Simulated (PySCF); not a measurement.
## Electronic structure of SbAs (charge −1, doublet) in real space

```xyz
2

Sb    0.0000    0.0000   -0.9129
As    0.0000    0.0000    1.4731
```

Core potentials replace the inner electrons of Sb.

These are results of PBE0/def2-SVPD, non-relativistic Hamiltonian with scalar-relativistic core potentials where named, at a bond length of 2.386 Å (PySCF), not measurements.

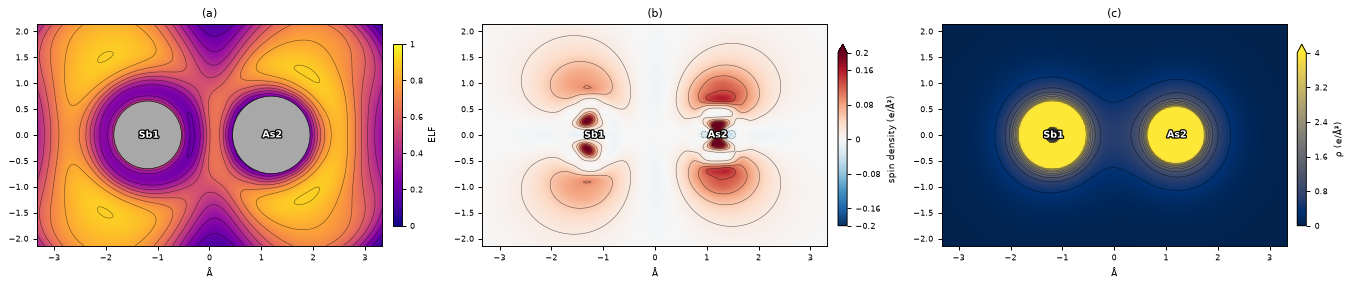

Figure 1. (a) electron localisation function; (b) spin density (α minus β); (c) electron density on a plane that holds the molecular axis. Grey discs cover the atomic cores in the ELF map.

What do the fields say about this system?

Answer.
- The section cuts through Sb and As sites.
- Sb–As (2.39 Å): ρ is about 0.63 e/Å³ halfway; the ELF peaks at about 0.65 in the valence shell of As, 1.1 Å from its nucleus, and drops to about 0.20 between the two atoms.
- The ELF also peaks beside As2, away from the bonds: non-bonding electrons, paired or unpaired.
- The unpaired spin (1 electron) lies mostly on Sb1 (about 0.5) and As2 (about 0.5), in electrons by Hirshfeld's partition.

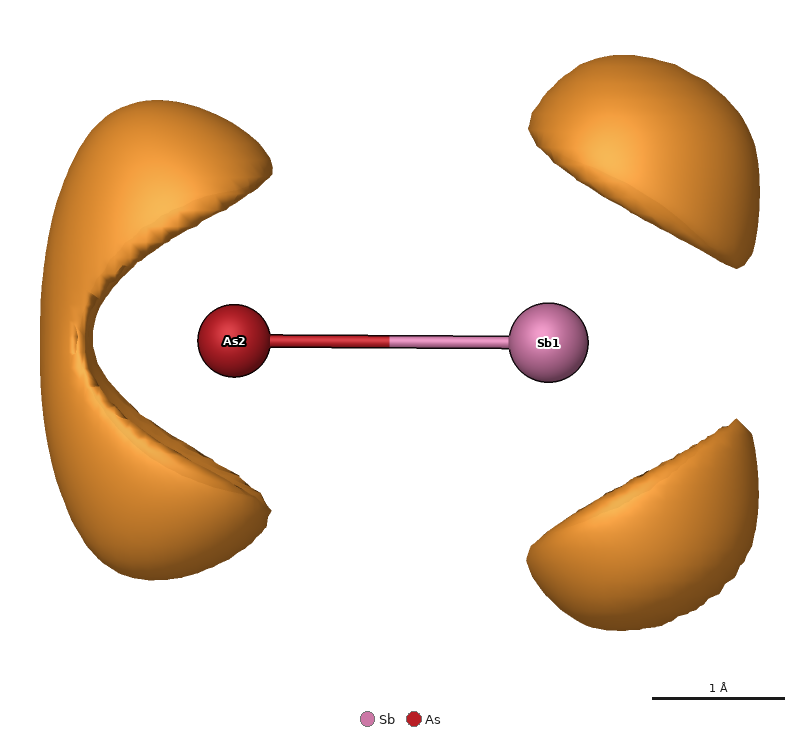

Figure 2. Isosurface of the electron localisation function at 0.8 (orange), seen from one side. Core shells and regions of very low density are left out.

What do the ELF domains correspond to?

Answer. At this value the surface marks out one ring or bowl of non-bonding electrons around As and two lobes on Sb, pointing away from the bonds (non-bonding electrons).
